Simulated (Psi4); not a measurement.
**GaCl (SMILES [Cl][Ga]) at B2PLYP/cc-pVTZ (density fitting for correlation)**

Aim: the energy change on altering one bond length of GaCl at B2PLYP/cc-pVTZ (density fitting for correlation), from 2 runs. 

Program for the calculation: Psi4 1.11.

7 further runs of the same task are left out: 7 that didn't finish.

## (1) The structure to begin with

GaCl: 2 atoms, total charge 0, spin state singlet. SMILES: `[Cl][Ga]`. The coordinates come from a PBE0-D4/def2-TZVP relaxation.

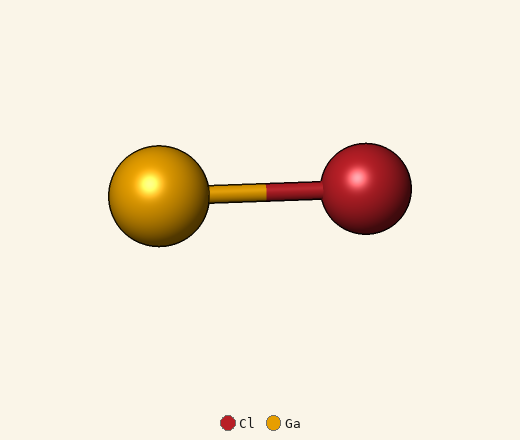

The structure, seen from a chosen angle (chlorine red, gallium amber).

## (2) The energy at B2PLYP/cc-pVTZ (density fitting for correlation)

job.dat reads:

```
memory 2200 mb

molecule geom {
  0 1
  Cl     0.000000     0.000000    -0.023560
  Ga     0.000000     0.000000     2.192160
  symmetry c1
}

set {
  basis                cc-pVTZ
  reference            rks
  puream               true
  e_convergence        1e-09
  d_convergence        1e-08
  scf_type             pk
  dft_radial_points    99
  dft_spherical_points 590
  num_frozen_docc      14
}

e, wfn = energy('b2plyp', return_wfn=True)
print_variables()
```

Command:

```
$ psi4 -n 1 job.dat job.out
```

job.out:

```text
[...]
  Running in c1 symmetry.
[...]
  Nuclear repulsion =  125.862649623187977
[...]
  Multiplicity = 1
[...]
  Nalpha       = 24
  Nbeta        = 24
[...]
    Number of basis functions: 77
[...]
   @RKS iter   1: -2383.48789867205505   -3.09219e+00   2.36599e-02 ADIIS/DIIS
[...]
   @RKS iter  11: -2384.55797400782512   -2.72848e-12   2.02035e-09 DIIS
[...]
    Orbital Energies [Eh]
    ---------------------
    Doubly Occupied:
       1A   -375.207742     2A   -102.892855     3A    -46.880913
       4A    -41.454836     5A    -41.454836     6A    -41.453392
       7A     -9.882782     8A     -7.519838     9A     -7.518421
      10A     -7.518421    11A     -5.893317    12A     -4.095359
      13A     -4.095359    14A     -4.090405    15A     -1.008406
      16A     -1.007186    17A     -1.007186    18A     -1.002807
      19A     -1.002807    20A     -0.890114    21A     -0.466338
      22A     -0.366715    23A     -0.366715    24A     -0.304600
[...]
  @RKS Final Energy: -2384.55797400782512
   => Energetics <=
    Nuclear Repulsion Energy =            125.8626496231879770
    One-Electron Energy =               -3571.2816340155959551
    Two-Electron Energy =                1110.0414053213289662
    DFT Exchange-Correlation Energy =     -49.1803949367462749
    Empirical Dispersion Energy =           0.0000000000000000
    VV10 Nonlocal Energy =                  0.0000000000000000
    Total Energy =                      -2384.5579740078251234
[...]
 Multipole Moments:
 ------------------------------------------------------------------------------------
     Multipole            Electronic (a.u.)      Nuclear  (a.u.)        Total (a.u.)
 ------------------------------------------------------------------------------------
 L = 1.  Multiply by 2.5417464519 to convert [e a0] to [Debye]
 Dipole X            :         -0.0000000            0.0000000           -0.0000000
 Dipole Y            :         -0.0000000            0.0000000           -0.0000000
 Dipole Z            :          4.5020575           -3.5344566            0.9676009
 Magnitude           :                                                    0.9676009
[...]
```

Wall time 95 s (1 thread of Intel Xeon at 2.50GHz (Skylake/Cascade Lake), shared host); peak memory 1.3 GiB.

## (3) The distorted shape, same level

job.py reads:

```python
import psi4

psi4.set_memory(2200000000)
psi4.set_num_threads(1)
psi4.set_output_file('psi4.out', False)

geom = psi4.geometry("""
0 1
Cl     0.000000     0.000000    -1.796140
Ga     0.000000     0.000000     2.192160
symmetry c1
""")

options = {'basis': 'cc-pVTZ', 'puream': True, 'e_convergence': 1e-09, 'd_convergence': 1e-08, 'scf_type': 'pk', 'dft_radial_points': 99, 'dft_spherical_points': 590, 'num_frozen_docc': 14}
psi4.set_options(options)

e_tot, wfn = psi4.energy('B2PLYP', molecule=geom, return_wfn=True)
print(f'total energy {e_tot:.8f} hartree = {e_tot * 27.211386:.5f} eV')
```

Command:

```
$ python job.py
```

psi4.out:

```text
[...]
  Running in c1 symmetry.
[...]
  Nuclear repulsion =   69.923624106283384
[...]
  Multiplicity = 1
[...]
  Nalpha       = 24
  Nbeta        = 24
[...]
    Number of basis functions: 77
[...]
   @RKS iter   1: -2383.62474869855168   -3.66145e+00   2.15449e-02 DIIS/ADIIS
[...]
   @RKS iter  13: -2384.44913920576619   -1.36424e-12   1.53545e-09 DIIS
[...]
    Orbital Energies [Eh]
    ---------------------
    Doubly Occupied:
       1A   -375.325402     2A   -102.770333     3A    -46.996569
       4A    -41.570138     5A    -41.570138     6A    -41.569781
       7A     -9.758761     8A     -7.396506     9A     -7.394237
      10A     -7.394237    11A     -6.007867    12A     -4.208258
      13A     -4.208258    14A     -4.206430    15A     -1.118967
      16A     -1.118967    17A     -1.117200    18A     -1.117200
      19A     -1.116600    20A     -0.749588    21A     -0.485355
      22A     -0.238876    23A     -0.238814    24A     -0.238814
[...]
  @RKS Final Energy: -2384.44913920576619
   => Energetics <=
    Nuclear Repulsion Energy =             69.9236241062833841
    One-Electron Energy =               -3458.1404953236792608
    Two-Electron Energy =                1052.9071362517029229
    DFT Exchange-Correlation Energy =     -49.1394042400734321
    Empirical Dispersion Energy =           0.0000000000000000
    VV10 Nonlocal Energy =                  0.0000000000000000
    Total Energy =                      -2384.4491392057661869
[...]
 Multipole Moments:
 ------------------------------------------------------------------------------------
     Multipole            Electronic (a.u.)      Nuclear  (a.u.)        Total (a.u.)
 ------------------------------------------------------------------------------------
 L = 1.  Multiply by 2.5417464519 to convert [e a0] to [Debye]
 Dipole X            :          0.0000000            0.0000000            0.0000000
 Dipole Y            :          0.0000000            0.0000000            0.0000000
 Dipole Z            :         11.7689357           -6.3620283            5.4069074
 Magnitude           :                                                    5.4069074
[...]
```

The script printed:

```text
total energy -2384.55045207 hartree = -64886.92279 eV
```

It took 78 s on 1 thread of Intel Xeon at 2.50GHz (Skylake/Cascade Lake), shared host; peak memory 1.3 GiB.

## (4) Results

Level: B2PLYP/cc-pVTZ (density fitting for correlation), 14 core orbitals frozen.

| quantity | value |
| --- | --- |
| first shape: total energy | -2384.66249 Eh |
| first shape: HOMO energy (SCF part's orbitals) | -8.29 eV |
| first shape: LUMO energy (SCF part's orbitals) | -0.73 eV |
| first shape: HOMO–LUMO gap (SCF part's orbitals) | 7.56 eV |
| distorted shape: total energy | -2384.55045 Eh |
| distorted shape: HOMO energy (SCF part's orbitals) | -6.50 eV |
| distorted shape: LUMO energy (SCF part's orbitals) | -2.96 eV |
| distorted shape: HOMO–LUMO gap (SCF part's orbitals) | 3.54 eV |
| energy change with the Cl1–Ga2 bond stretched from 2.216 to 3.988 Å | 3.049 eV |

In words: With the Cl1–Ga2 bond stretched from 2.216 to 3.988 Å the energy rises by 3.05 eV (70 kcal/mol). The first shape isn't relaxed at this level, so the change isn't measured from a minimum.
